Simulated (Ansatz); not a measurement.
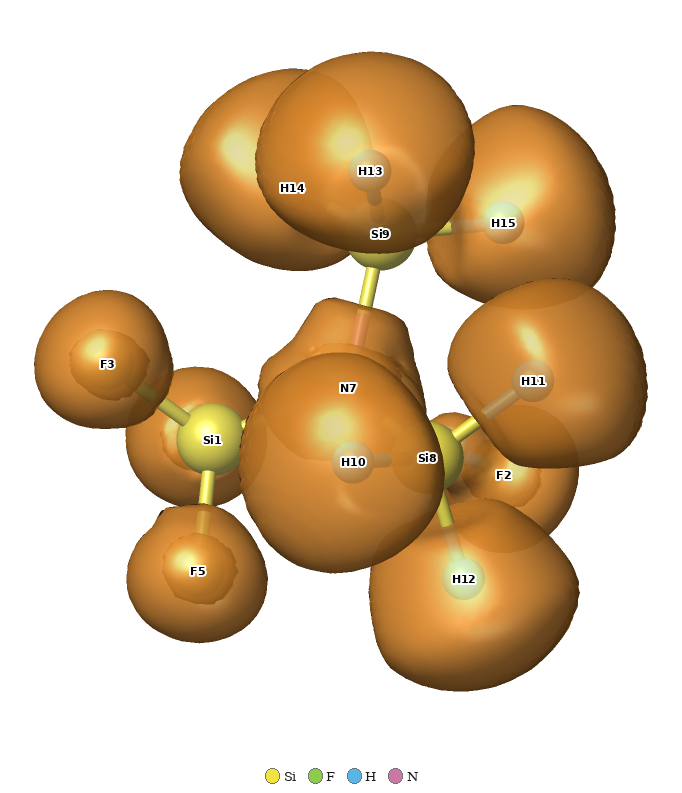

F$_{3}$H$_{6}$NSi$_{3}$···HF. Isosurface of the electron localisation function at 0.75 (orange), seen at a tilt. Only the valence region is drawn (cores and ρ < 0.01 e/Å³ removed).

The product side of a reaction path; geometry: PBE0-D4/def2-TZVP.

Theory: RKS PBE0-D4/def2-TZVPP (Ansatz).

```xyz
15

Si   -1.2477    0.1427   -1.2429
F     0.3231    2.5496    0.9811
F    -2.0065   -1.2000   -1.5543
F    -2.3306    1.1863   -0.7948
F    -0.5782    0.6430   -2.5753
H     0.1140    1.7153    0.6131
N    -0.0419   -0.0541   -0.0611
Si    1.6606   -0.2103   -0.5381
Si   -0.4677   -0.8412    1.4705
H     1.8216   -1.3224   -1.5056
H     2.3856   -0.5243    0.7174
H     2.1339    1.0611   -1.1247
H     0.0149   -2.2439    1.4600
H    -1.9460   -0.8061    1.5743
H     0.1648   -0.0957    2.5806
```

### Describe the localisation domains.

The ELF exceeds this value in six regions around hydrogen nuclei, one region on N in which the atom's valence shell and bonds are merged, three regions wrapped around F (its lone pairs, merged into a ring or cap) and one joined region spread over several atoms (F, H), in which their bonds and any lone pairs are merged.

Values along the shortest contacts:
N7···H6 (1.90 Å): the ELF dips to about 0.20 between them; by its geometry a hydrogen bond between the two molecules, with no shared pair. Si–F (1.57 Å): the ELF peaks at about 0.85 in the valence shell of F, 0.5 Å from its nucleus, and is about 0.55 at the midpoint.
